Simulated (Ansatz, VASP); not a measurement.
# InSb: VASP beside Ansatz

Aim: how closely do two programs agree when they are given the same cell, functional and k mesh?

Calculated with Ansatz 0.2.0; plane waves, with VASP 6.6.1 beside it; zone-centre phonons at PBEsol.

### 1. Set-up

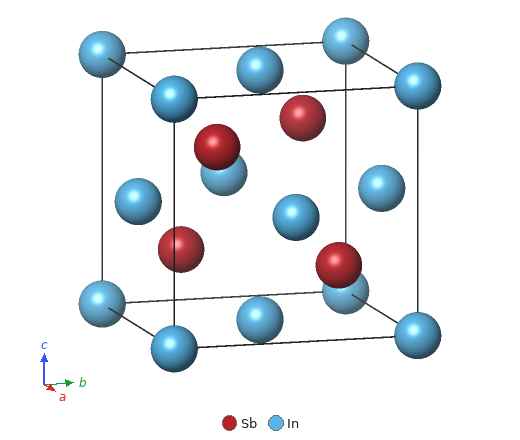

The cell as given, slightly off an axis (antimony red, indium blue). This picture shows the conventional cell, with its axes. Some periodic images of atoms are drawn too.

Structure file:

```
Sb In
1.0
     0.00000    3.26059    3.26059
     3.26059    0.00000    3.26059
     3.26059    3.26059    0.00000
Sb In
1 1
Cartesian
  4.8909 4.8909 4.8909
  0.0000 0.0000 0.0000
```

### 2. VASP: zone-centre phonons, PBEsol

Second derivatives magnify differences that forces hide, and they need a tight electronic threshold.

Lines of VASP's logs that name or quote its potential files are left out, and so is its time.

Contents of INCAR:

```
SYSTEM = InSb
PREC = Accurate
ENCUT = 450
EDIFF = 1E-08
NELM = 100
ISMEAR = 1
SIGMA = 0.15
LREAL = .FALSE.
ALGO = Normal
GGA = PS
NBANDS = 15
LORBIT = 11
LWAVE = .FALSE.
LCHARG = .FALSE.
KPAR = 4
IBRION = 8
ISIF = 2
```

Contents of POSCAR:

```
InSb
1.0
    0.0000000000      3.2605877561      3.2605877561
    3.2605877561      0.0000000000      3.2605877561
    3.2605877561      3.2605877561      0.0000000000
Sb In
1 1
Direct
    0.7500000000      0.7500000000      0.7500000000
    0.0000000000      0.0000000000      0.0000000000
```

Contents of KPOINTS:

```
Automatic mesh
0
Gamma
12 12 12
0 0 0
```

The projector-augmented-wave data sets are Sb and In_d (PBE family, release 64).

Started as:

```
mpirun -np 4 vasp_std
```

Numbers of over 12 decimals in the logs are rounded to 6 here.

The log of the run:

```text
[banner, memory and clock lines left out]
running    4 mpi-ranks, on    1 nodes
 distrk:  each k-point on    1 cores,    4 groups
 distr:  one band on    1 cores,    1 groups

 POSCAR found type information on POSCAR SbIn
 POSCAR found :  2 types and       2 ions
|                                                                             |
|               ----> ADVICE to this user running VASP <----                  |
|                                                                             |
|     You enforced a specific xc type in the INCAR file but a different       |
|     [... a line on the potential file left out ...]
|     I HOPE YOU KNOW WHAT YOU ARE DOING!                                     |
|                                                                             |

 LDA part: xc-table for (Slater+PW92), standard interpolation
 POSCAR, INCAR and KPOINTS ok, starting setup
 FFT: planning ... GRIDC
 FFT: planning ... GRID_SOFT
 FFT: planning ... GRID
 WAVECAR not read
 entering main loop
       N       E                     dE             d eps       ncg     rms          rms(c)
DAV:   1     0.108064045374E+03    0.10806E+03   -0.73435E+03  2160   0.108E+03
DAV:   2    -0.938038755001E+00   -0.10900E+03   -0.10552E+03  2412   0.275E+02
DAV:   3    -0.764841804751E+01   -0.67104E+01   -0.66811E+01  2783   0.739E+01
DAV:   4    -0.783204305743E+01   -0.18363E+00   -0.18358E+00  2734   0.143E+01
DAV:   5    -0.784151102393E+01   -0.94680E-02   -0.94679E-02  3277   0.262E+00    0.393E+00
DAV:   6    -0.772236267163E+01    0.11915E+00   -0.18204E-01  3138   0.722E+00    0.223E+00
DAV:   7    -0.770026627765E+01    0.22096E-01   -0.66926E-02  2943   0.279E+00    0.601E-01
DAV:   8    -0.769950125399E+01    0.76502E-03   -0.75669E-03  2911   0.105E+00    0.247E-01
DAV:   9    -0.769989710040E+01   -0.39585E-03   -0.77607E-04  2461   0.259E-01    0.748E-02
DAV:  10    -0.769988611665E+01    0.10984E-04   -0.41237E-05  3037   0.470E-02    0.354E-02
DAV:  11    -0.769990705792E+01   -0.20941E-04   -0.35130E-05  2398   0.503E-02    0.221E-02
DAV:  12    -0.769990767475E+01   -0.61683E-06   -0.12634E-06  2702   0.950E-03    0.580E-03
DAV:  13    -0.769990762471E+01    0.50034E-07   -0.57264E-07  2538   0.578E-03    0.350E-03
DAV:  14    -0.769990754757E+01    0.77143E-07   -0.47418E-08  2930   0.120E-03    0.894E-04
DAV:  15    -0.769990754758E+01   -0.63665E-11   -0.62353E-09  1920   0.520E-04
   1 F= -.76999075E+01 E0= -.76999626E+01  d E =0.165125E-03
 Linear response reoptimize wavefunctions to high precision
DAV:   1    -0.769990758656E+01   -0.38988E-07   -0.98652E-10  2130   0.320E-04
DAV:   2    -0.769990758656E+01   -0.45475E-12   -0.16402E-10  1507   0.116E-04
 Linear response DOF=           2
 Linear response progress:
  Degree of freedom:   1/  2
       N       E                     dE             d eps       ncg     rms          rms(c)
RMM:   1    -0.282947910973E-01   -0.28295E-01    0.30533E-02 15457   0.142E+00
RMM:   2    -0.265848256658E-01    0.17100E-02   -0.61768E-05 13838   0.512E-01    0.819E-02
RMM:   3    -0.269287059108E-01   -0.34388E-03   -0.94163E-04 15405   0.170E-01    0.378E-02
RMM:   4    -0.269979005374E-01   -0.69195E-04   -0.80448E-05 15770   0.623E-02    0.102E-02
RMM:   5    -0.270227780528E-01   -0.24878E-04   -0.12176E-05 15739   0.251E-02    0.485E-03
RMM:   6    -0.270175958145E-01    0.51822E-05   -0.10475E-06 15640   0.705E-03    0.147E-03
RMM:   7    -0.270154303758E-01    0.21654E-05   -0.59120E-08 16242   0.264E-03    0.642E-04
RMM:   8    -0.270157073238E-01   -0.27695E-06   -0.41372E-08 16192   0.971E-04    0.300E-04
RMM:   9    -0.270160022942E-01   -0.29497E-06   -0.32313E-08 16790   0.401E-04    0.536E-05
RMM:  10    -0.270160076802E-01   -0.53860E-08   -0.61456E-09 17277   0.157E-04    0.444E-05
 first order change of Fermi-energy   0.24354E-03
 force on displaced ion       1 direction 1 :  -6.462  -0.000  -0.000
 Linear response progress:
  Degree of freedom:   2/  2
       N       E                     dE             d eps       ncg     rms          rms(c)
RMM:   1    -0.234917397009E+00   -0.23492E+00   -0.12653E-01 11308   0.462E+00
RMM:   2    -0.237188980769E+00   -0.22716E-02   -0.10919E-02 14192   0.933E-01    0.686E-02
RMM:   3    -0.237108701906E+00    0.80279E-04   -0.12552E-03 15479   0.292E-01    0.339E-02
RMM:   4    -0.236935079702E+00    0.17362E-03   -0.13260E-04 15886   0.918E-02    0.177E-02
RMM:   5    -0.236869720380E+00    0.65359E-04   -0.12027E-05 16614   0.367E-02    0.559E-03
RMM:   6    -0.236867605028E+00    0.21154E-05   -0.15349E-05 16611   0.114E-02    0.195E-03
RMM:   7    -0.236874087657E+00   -0.64826E-05   -0.54440E-06 16334   0.364E-03    0.597E-04
RMM:   8    -0.236871161527E+00    0.29261E-05    0.31803E-08 16914   0.153E-03    0.345E-04
RMM:   9    -0.236870935862E+00    0.22567E-06   -0.26490E-06 17364   0.615E-04    0.140E-04
RMM:  10    -0.236870766262E+00    0.16960E-06   -0.15634E-06 17069   0.266E-04    0.243E-05
RMM:  11    -0.236870860364E+00   -0.94101E-07   -0.71916E-07 17736   0.124E-04    0.234E-05
RMM:  12    -0.236870816107E+00    0.44257E-07   -0.60943E-08 18305   0.632E-05    0.183E-05
RMM:  13    -0.236870853121E+00   -0.37013E-07   -0.31067E-07 17587   0.326E-05    0.143E-05
RMM:  14    -0.236870829856E+00    0.23265E-07   -0.40947E-08 16336   0.188E-05    0.756E-06
RMM:  15    -0.236870836126E+00   -0.62700E-08   -0.69757E-08 15214   0.117E-05    0.154E-06
 first order change of Fermi-energy  -0.26312E-04
 force on displaced ion       2 direction 1 :  -6.505  -0.000  -0.000
 Linear response finished
```

Parts of OUTCAR (step 2):

```text
ion  position               nearest neighbor table
   1  0.750  0.750  0.750-   2 2.82   2 2.82   2 2.82   2 2.82
   2  0.000  0.000  0.000-   1 2.82   1 2.82   1 2.82   1 2.82

  LATTYP: Found a face centered cubic cell.
 ALAT       =     6.5211755122

 Subroutine GETGRP returns: Found 24 space group operations
 (whereof 24 operations were pure point group operations)

The static configuration has the point symmetry T_d .

 Found     72 irreducible k-points:

   k-points           NKPTS =     72   k-points in BZ     NKDIM =     72   number of bands    NBANDS=     15

   dimension x,y,z NGX =    32 NGY =   32 NGZ =   32
   dimension x,y,z NGXF=    64 NGYF=   64 NGZF=   64

   ENCUT  =  450.0 eV  33.07 Ry    5.75 a.u.   7.98  7.98  7.98*2*pi/ulx,y,z

   NELECT =      18.0000    total number of electrons

 k-points in reciprocal lattice and weights: Automatic mesh
   0.00000000  0.00000000  0.00000000       0.001
   0.08333333  0.00000000  0.00000000       0.005
   0.16666667  0.00000000  0.00000000       0.005
   0.25000000  0.00000000  0.00000000       0.005
   0.33333333  0.00000000  0.00000000       0.005
   0.41666667  0.00000000  0.00000000       0.005
   0.50000000  0.00000000  0.00000000       0.002
   0.08333333  0.08333333  0.00000000       0.003
   0.16666667  0.08333333  0.00000000       0.014
[...]
-0.33333333  0.50000000  0.16666667       0.007
  -0.25000000  0.50000000  0.25000000       0.003

 average (electrostatic) potential at core
       1 -87.2718       2 -96.2779

  Total        0.0006792      0.0006792      0.0006792      0.0000000      0.0000000     -0.0000000
  in kB        0.0156967      0.0156967      0.0156967      0.0000000      0.0000000     -0.0000000
  external PRESSURE =       0.0156967 kB  Pullay stress =       0.0000000 kB

  energy-cutoff  :      450.00
  volume of cell :       69.33
      direct lattice vectors                 reciprocal lattice vectors
     0.000000000  3.260587756  3.260587756    -0.153346586  0.153346586  0.153346586
     3.260587756  0.000000000  3.260587756     0.153346586 -0.153346586  0.153346586
     3.260587756  3.260587756  0.000000000     0.153346586  0.153346586 -0.153346586

 POSITION                                       TOTAL-FORCE (eV/Angst)
 -----------------------------------------------------------------------------------
      4.89088      4.89088      4.89088         0.000000      0.000000      0.000000
      0.00000      0.00000      0.00000        -0.000000     -0.000000     -0.000000
 -----------------------------------------------------------------------------------
    total drift:                                0.000000      0.000000      0.000000

 Eigenvectors and eigenvalues of the dynamical matrix
 ----------------------------------------------------

   1 f  =    5.178663 THz    32.538501 2PiTHz  172.741612 cm-1    21.417221 meV
             X         Y         Z           dx          dy          dz
      4.890882  4.890882  4.890882     0.000000    0.695495    0.000000
      0.000000  0.000000  0.000000     0.000000   -0.718531    0.000000

   2 f  =    5.178663 THz    32.538501 2PiTHz  172.741612 cm-1    21.417221 meV
             X         Y         Z           dx          dy          dz
      4.890882  4.890882  4.890882    -0.695495    0.000000    0.000000
      0.000000  0.000000  0.000000     0.718531    0.000000    0.000000

   3 f  =    5.178663 THz    32.538501 2PiTHz  172.741612 cm-1    21.417221 meV
             X         Y         Z           dx          dy          dz
      4.890882  4.890882  4.890882     0.000000    0.000000   -0.695495
      0.000000  0.000000  0.000000     0.000000    0.000000    0.718531

   4 f/i=    0.008494 THz     0.053367 2PiTHz    0.283319 cm-1     0.035127 meV
             X         Y         Z           dx          dy          dz
      4.890882  4.890882  4.890882     0.718531    0.000000    0.000000
      0.000000  0.000000  0.000000     0.695495    0.000000    0.000000

   5 f/i=    0.008494 THz     0.053367 2PiTHz    0.283319 cm-1     0.035127 meV
             X         Y         Z           dx          dy          dz
      4.890882  4.890882  4.890882     0.000000   -0.718531    0.000000
      0.000000  0.000000  0.000000     0.000000   -0.695495    0.000000

   6 f/i=    0.008494 THz     0.053367 2PiTHz    0.283319 cm-1     0.035127 meV
             X         Y         Z           dx          dy          dz
      4.890882  4.890882  4.890882     0.000000    0.000000    0.718531
      0.000000  0.000000  0.000000     0.000000    0.000000    0.695495

 ELASTIC MODULI CONTR FROM IONIC RELAXATION (kBar)
 Direction    XX          YY          ZZ          XY          YZ          ZX
 --------------------------------------------------------------------------------
 XX          -0.0000      0.0000      0.0000     -0.0000      0.0000      0.0000
 YY           0.0000     -0.0000      0.0000     -0.0000     -0.0000     -0.0000
 ZZ           0.0000      0.0000     -0.0000      0.0000     -0.0000      0.0000
 XY          -0.0000     -0.0000      0.0000   -171.0968      0.0000      0.0000
 YZ           0.0000     -0.0000     -0.0000      0.0000   -171.0968      0.0000
 ZX           0.0000     -0.0000      0.0000      0.0000      0.0000   -171.0968
 --------------------------------------------------------------------------------
```

### 3. Ansatz: zone-centre phonons, PBEsol

Ansatz runs on its default PAW (the set named soft_2) files.

The same cell, functional, mesh and smearing now go to Ansatz, which takes its cutoff from its data sets.

Contents of input.yaml:

```yaml
crystal:
  lattice:
    - [0.0, 3.2605877561, 3.2605877561]
    - [3.2605877561, 0.0, 3.2605877561]
    - [3.2605877561, 3.2605877561, 0.0]
  atoms:
    - { symbol: Sb, position: [0.75, 0.75, 0.75] }
    - { symbol: In, position: [0.0, 0.0, 0.0] }
hamiltonian:
  xc: pbesol
  pseudopotentials: { kind: paw }
kpoints:
  mp_grid: { grid: [12, 12, 12] }
scf:
  occupations: { method: methfessel_paxton, width: 0.15 }
phonons:
  method: dfpt
  qpoints: [[0, 0, 0]]
```

Started as:

```
ansatz run input.yaml --threads 4 --pin off --max-ram 9216MiB --backend cpu --events-out ev --progress --plain --runs-dir out
```

The log of the run:

```text
zone centre: on kpoints.mp_grid the ground state, and the responses unless they are solved on pairs of k-points, stand on 163 of the mesh's 1728 k-points, reduced under 8 symmetry operations, with k and −k counted as one. Each operation leaves every solved displacement unchanged or reverses it
Engine: ansatz 0.2.0, x86_64-unknown-linux-gnu
Pseudopotentials: kind: paw
Pseudopotential: Sb, paw, valence charge 15, recommended cutoff 420 eV (normal), Sb.paw.azcp
Pseudopotential: In, paw, valence charge 13, recommended cutoff 420 eV (normal), In.paw.azcp
Functional definition: PBEsol
  exchange = pbesol_x
  correlation = pbesol_c
Crystal: 2 atoms, lattice volume = 69.329 Å³
Basis set: ecut = 420 eV, 1363 PW (Γ), exchange–correlation on 64×64×64 points (8 copies of the dense FFT grid, shifted against one another)
Bands: 18, of which v1, the nominal top of the filled ones, is band 14 counted from 1 (13 counted from 0)
Symmetry: 24 space group operations
k-points: 163 of 1728 (irreducible under 8 space group operations, time reversal used)
Non-local potential: Sb, projectors of the file, l = 0: 2, l = 1: 2, l = 2: 2, l = 3: 2
Non-local potential: In, projectors of the file, l = 0: 2, l = 1: 2, l = 2: 2, l = 3: 2
PAW form: soft (Blöchl's): semilocal exchange-correlation on the pseudo side does not see the compensation charge
PAW frozen core: Sb, regenerated for the run's functional, and the local potential with it (the file was generated under x = pbe(κ = 0.804, μ = 0.219515), c = pbe(β = 0.066725))
PAW frozen core: In, regenerated for the run's functional, and the local potential with it (the file was generated under x = pbe(κ = 0.804, μ = 0.219515), c = pbe(β = 0.066725))
PAW one-centre angular grid: Sb, 590 points (default); XC on 64 Gauss nodes
PAW one-centre angular grid: In, 590 points (default); XC on 64 Gauss nodes
Initial density: superposition of atomic densities (neutral atoms: chi_scale 0, normalization atom), corrected by the library's trained network
Initial wavefunctions: pseudopotential atomic-orbital guess
Functional: x = pbesol(κ = 0.804, μ = 0.123457), c = pbesol(β = 0.046)
SCF iter   1: F=—  HF=-11933.655347 eV  |F-HF|=—  |Δ(HF+E_count)|=         —  Δρ=3.48e-3  dr2=1.32e-2  ethr=1.77e-3  ⟨swp⟩=5.6  Hψ=14877  notcnv=0
preconditioner: auto → none  [insulator: Δε(μ)=0.415 eV  Ē_g=13.863 eV  σ=0.150 eV  W_gap=0.62  n_scr=14 (ndim 8)  ℏωp=18.9 eV  f_vac=0.116  D(μ)=0.06/eV (n_scr^D=0)  ε∞_Penn≈2.9]
SCF iter   2: F=—  HF=-11933.649450 eV  |F-HF|=—  |Δ(HF+E_count)|=   5.90e-3  S|Δr|=    0.00e0  Δρ=1.24e-3  dr2=8.75e-4  ethr=4.70e-5  ⟨swp⟩=2.6  Hψ=5866  notcnv=0
SCF iter   3: F=—  HF=-11933.649635 eV  |F-HF|=—  |Δ(HF+E_count)|=   1.85e-4  S|Δr|=    0.00e0  Δρ=4.37e-4  dr2=1.35e-4  ethr=3.12e-6  ⟨swp⟩=2.0  Hψ=4402  notcnv=0
SCF iter   4: F=—  HF=-11933.649676 eV  |F-HF|=—  |Δ(HF+E_count)|=   4.07e-5  S|Δr|=    0.00e0  Δρ=1.76e-4  dr2=1.57e-5  ethr=4.84e-7  ⟨swp⟩=2.0  Hψ=4402  notcnv=0
SCF iter   5: F=—  HF=-11933.649699 eV  |F-HF|=—  |Δ(HF+E_count)|=   2.30e-5  S|Δr|=    0.00e0  Δρ=2.01e-5  dr2=1.90e-7  ethr=5.62e-8  ⟨swp⟩=2.0  Hψ=3589  notcnv=0
SCF iter   6: F=—  HF=-11933.649700 eV  |F-HF|=—  |Δ(HF+E_count)|=   8.95e-7  S|Δr|=    0.00e0  Δρ=1.21e-5  dr2=6.49e-8  ethr=6.79e-10  ⟨swp⟩=2.0  Hψ=5219  notcnv=0
SCF iter   7: F=—  HF=-11933.649700 eV  |F-HF|=—  |Δ(HF+E_count)|=   3.18e-8  S|Δr|=    0.00e0  Δρ=4.33e-6  dr2=8.14e-9  ethr=2.32e-10  ⟨swp⟩=2.7  Hψ=4988  notcnv=0
SCF iter   8: F=—  HF=-11933.649700 eV  |F-HF|=—  |Δ(HF+E_count)|=   3.63e-9  S|Δr|=    0.00e0  Δρ=1.00e-6  dr2=4.08e-10  ethr=2.91e-11  ⟨swp⟩=2.1  Hψ=4954  notcnv=0
SCF iter   9: F=-11933.649700 eV  HF=-11933.649700 eV  |F-HF|=1.82e-12  |Δ(HF+E_count)|=  2.04e-10  S|Δr|=    0.00e0  Δρ=8.40e-8  dr2=2.99e-12  ethr=1.00e-12  ⟨swp⟩=5.1  Hψ=15228  notcnv=0
SCF 1 converged in 9 iterations: F = -11933.649700 eV  dr2 = 2.99e-12
  greatest PAW one-centre occupation: 0.996 electrons in one spin orbital (limit 2), on the Sb atom at site 0 (counted from 0), in its partial waves of l = 2
DFPT response loops at Γ: preconditioner auto → Kerker (q_TF=auto, 2.346 Å⁻¹) (partly filled bands, converged f_vac=0.101); β = 1.00, the filter's whole step (`scf.mixing.beta` (0.50) is not read by the response loops under this deck's `scf.mixing.preconditioner`; to damp them name `kerker` or `kerker_dos`, under which they read `scf.mixing.beta`, and type it under 1.00, their step now; both keys bind the ground state too); Broyden in place of MSR1
SCF converged after 9 iterations
Stability not checked: this state was not tested for a lower state beside it, because cold or Methfessel-Paxton smearing, or corrected tetrahedra, fill the levels in a way that the test cannot read (fill_not_monotonic; see scf.lower_state_search)
Free energy (F): -11933.649700 eV
Harris-Foulkes:  -11933.649700 eV  (|F-HF|=1.82e-12)
Internal energy: -11933.649866 eV  (E = F + TS)
E sigma→0 (E₀):  -11933.649741 eV
Entropy (-TS):   0.000166 eV (0.083 meV/atom)
Fermi energy:    7.012660 eV
Step filling:    the computed levels leave a gap of 0.0000 eV = 0.0 smearing widths at the electron count; against every level under it full and every level over it empty, smearing changes F+E_penalty+E_count by +0.087 meV and its σ→0 estimate by +0.045 meV
--- Per-component energies (eV) ---
  E_band       = -269.532850
  E_kinetic    = 450.954690
  E_local      = -3227.705828  (includes V_loc(G=0)·N_el)
  E_nonlocal   = 732.984152
  E_hartree    = 1384.603879
  E_xc         = -350.583188
  E_vxc        = -196.061675  (∫ρ·V_xc dr)
  E_paw        = -8584.740235  (= ΣΔE_a)
  E_vpaw       = -798.911901  (= ΣTr[D̂ρ^β])
  E_aug_tail   = 0.000024  (compensation charges beyond the density's cutoff)
  E_ewald      = -2339.731120
  E_core_change = 0.567760  (= ΣΔE_core)
  E_smearing   = 0.000166  (= −TS)
  E_closure    = 0.000000  (closes the sum)
  Σ components = -11933.649700   (vs F -11933.649700, Δ=0.00e0)
--- Band table (eV; the first three rows and the last of 163) ---
  k-point 0: bands = [... 10 lower, -3.6389, 6.6113, 6.9907, 6.9907, 6.9907, 9.9381, 9.9381, 9.9381]
  k-point 1: bands = [... 10 lower, -3.5770, 5.6702, 6.8936, 6.8936, 7.6311, 10.0496, 10.0743, 10.0743]
  k-point 2: bands = [... 10 lower, -3.3964, 4.4981, 6.6653, 6.6653, 7.8722, 10.3828, 10.3828, 10.6218]
  k-point 162: bands = [... 10 lower, -1.7000, 1.2481, 4.1895, 4.3198, 10.4062, 10.9138, 11.1370, 11.8726]
--- Phonons (Γ-DFPT): 2 representative perturbations + reference, on 163 of 1728 k-points (Σ response iterations 6) ---
  k mesh reduced under 8 symmetry operations, with k and −k counted as one. Each operation leaves every solved displacement unchanged or reverses it
  ASR residual: 1.217e-4 → 0.000e0 eV/Å²; symmetrization residual: 3.811e-5 eV/Å²
  ASR residual per site (eV/Å²): 6.99e-5 1.22e-4
  Γ frequencies (cm⁻¹): 0.00 0.00 0.00 171.87 171.87 171.87
  non-analytic LO–TO correction: not included (Born effective charges unavailable; polar crystals: no LO–TO splitting at Γ)
--- Phonons (arbitrary-q DFPT): 1 explicit q-point ---
  q = [0, 0, 0] (of the zone-centre solve; hermiticity 1.19e-5, symmetrization 3.77e-13): -0.00 0.00 0.00 171.87 171.87 171.87
  sum rule: each row above includes the acoustic sum rule's correction from the zone centre's row sums; it moved no ω² by more than (0.54 cm⁻¹)²
```

Wall time 13 s (4 threads of Intel Xeon Platinum 8488C (Sapphire Rapids), shared host); peak memory 0.95 GiB.

In the SCF lines HF is the Harris–Foulkes energy and dr2 the Hartree energy of the density residual, in eV; the loop may stop once dr2 is under the threshold and the program's other checks hold. Hψ counts applications of the Hamiltonian.

### 4. Differences

Known differences besides the PAW data sets themselves: the data sets hold 28 valence electrons in Ansatz (default PAW (the set named soft_2) files) and 18 in VASP; the cutoff is 420 eV in Ansatz and 450 eV in VASP; Ansatz makes its cores anew for this functional, VASP keeps those of its PBE data sets; VASP leaves aspherical gradient terms in its spheres out (LASPH is not set), Ansatz keeps them. Total energies have different zeros and are not compared.

The two programs side by side:

| quantity | Ansatz | VASP | difference |
| --- | --- | --- | --- |
| mode 4 to 6 (cm⁻¹) | 171.9 | 172.7 | -0.50 % |

### 5. What came out

* difference in mode 4 to 6 (zone-centre phonons, PBEsol): -0.50 %

In words: The difference in mode 4 to 6 is -0.50 % (zone-centre phonons, PBEsol), within the 3 % picked in this series as the mark of a large difference. How closely two codes agree says nothing of how well the functional describes the real material.

[Lines on the potential files, build, host, timing and source positions are cut from VASP's logs without a mark.]

[Logs are printed without paths, hosts, clocks, repeated set-up lines and the standing remarks that a program may print on its own settings, such as how far it seeks lower states.]

[Hosts, paths, dates, database ids (printed as entryN), source tags and the programs' standing remarks are cut or masked in the printed files.]
